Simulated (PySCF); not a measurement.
# IH5: stationary points from several starts

Which structure of IH5 lies lowest? The starts are square pyramidal and trigonal bipyramidal; the spin state tried: singlet. Each end point is tested by its vibrations.

Method: PBE0, basis I def2-TZVP with ECP28, H def2-TZVP, scalar-relativistic core potentials, no spin–orbit coupling, density fitting; program: PySCF 2.14.0.

### Step 1. Where the work starts

6 atoms, charge 0, spin multiplicity 1.

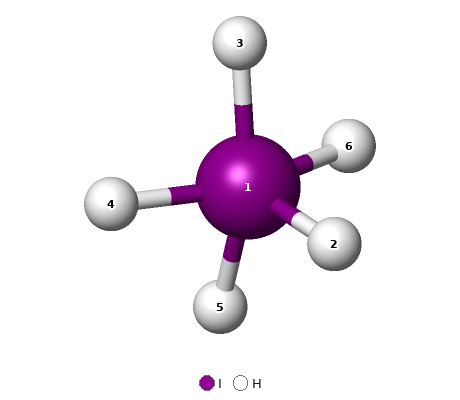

Start geometry, drawn with iodine purple, hydrogen white; atoms are numbered from 1 in the order of the file.

```xyz
6
charge 0 multiplicity 1
I     0.0000    0.0000   -0.0021
H     0.0000    0.0000    1.6479
H     1.6139    0.0000   -0.3452
H     0.0000    1.6139   -0.3452
H    -1.6139    0.0000   -0.3452
H     0.0000   -1.6139   -0.3452
```

### Step 2. Square pyramidal start, singlet: relaxation

One driver script runs all steps and calls PySCF; scf.py shows how it sets up the SCF of each step. The optimiser is the driver's own. Before each start the driver seeks the lowest SCF state from one or more starting densities and follows internal instabilities, so scf.py alone need not reach the same state.

The program finds C4v symmetry in the start, which this walk keeps. The walk stops when the largest gradient is under 0.0003 Eh/bohr and the energy has settled too.

scf.py

```python
from pyscf import gto, scf, dft
mol = gto.M(atom='''
I     -0.000000     0.000000    -0.002120
H      0.000000    -0.000000     1.647880
H      1.613900    -0.000000    -0.345220
H      0.000000     1.613900    -0.345220
H     -1.613900     0.000000    -0.345220
H     -0.000000    -1.613900    -0.345220''',
    basis={'I': 'def2-TZVP', 'H': 'def2-TZVP'},
    ecp={'I': 'def2-TZVP'},
    charge=0, spin=0)
mf = dft.RKS(mol, xc='PBE0')
mf.grids.atom_grid = (50, 194)
aux = {'I': 'def2-universal-JKFIT', 'H': 'def2-universal-JKFIT'}
mf = mf.density_fit(auxbasis=aux)
mf.kernel()
```

The runs that follow: Is it a minimum? Harmonic modes; Relaxing the singlet from the trigonal bipyramidal start; Hessian and properties; Following the imaginary mode.

Q: Predict the outcome of this session. Wanted: lowest minimum; geometry; wavenumbers; dipole moment; highest occupied, lowest empty level; polar-tensor charge of I1; zero-point energy; atomisation energy.

**Answer**, as computed:

| quantity | value |
| --- | --- |
| lowest minimum | singlet, C4v |
| geometry | I–H 1.650 Å, I–H 1.812 Å (×4); H–I–H 81.9° (×4), H–I–H 88.9° (×4), H–I–H 163.9° (×2) |
| wavenumbers (cm⁻¹) | 553 (b2), 741 (e), 937 (b1), 986 (a1), 1114 (e), 1480 (e), 1568 (a1), 1651 (b1), 2022 (a1) |
| dipole moment | 0.20 D |
| highest occupied, lowest empty level | -6.02, -1.48 eV |
| polar-tensor charge of I1 | +1.69 e |
| zero-point energy | 86.0 kJ/mol |
| entropy at 298.15 K | 242.1 J/(mol K) |
| atomisation energy (no zero-point energy) | 546 kJ/mol |

In words: The lowest minimum found is the singlet of C4v symmetry. In the infrared the band at 1480 cm⁻¹ (e, stretch) leads. A search over typed starts can miss a lower isomer.  Spin–orbit coupling is left out.
